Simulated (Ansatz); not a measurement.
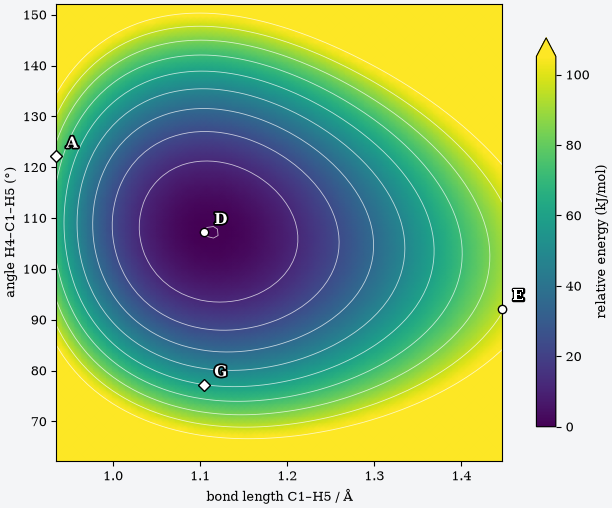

CH₆CuN, SMILES [CH3][Cu-][NH3+]. The first coordinate is: bond length C1–H5; the second: angle H4–C1–H5. Nothing is relaxed (all other coordinates rigid). The scan uses a 7 × 7 grid. Points are written as (first, second). Energies are in kJ/mol, from the lowest grid point. Level of theory: RKS PBE-D4/def2-SVP in Ansatz 0.2.0.

The picture shows a smooth colour map with a few white contour lines, one colour for all values above the top of the scale, lettered points. Between grid points the surface is interpolated.

Question: Is E the lowest point of the computed grid?

Answer: No. E lies 95 kJ/mol above the lowest grid point, which is at (1.105 Å, 107.2°).

Question: What kind of point is each of D, G: minimum, saddle, maximum or slope?

Answer: D: minimum; G: on a slope. (In these two coordinates alone; a stationary point may lie a little off the grid point.)
